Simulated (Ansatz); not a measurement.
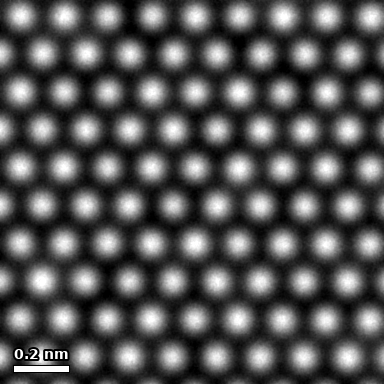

Dark-field STEM-like image of Pd (Fm-3m, No. 225) along [111]. The image is simulated as a sum over atoms of Z^1.7, blurred by a 0.91 Å probe (no channelling). The probe carries 15 % of its weight in a tail 2.5 times as wide. Shot noise and the speckle of an amorphous layer were added. Atomic positions: the input geometry of a calculation.

**Interpret the image.**

The columns repeat on a hexagonal net with a repeat of 1.59 Å (plane group p6mm). All columns are alike (Pd). The shortest distance between visible columns is 1.59 Å in projection. Along the beam the structure repeats every 6.77 Å.
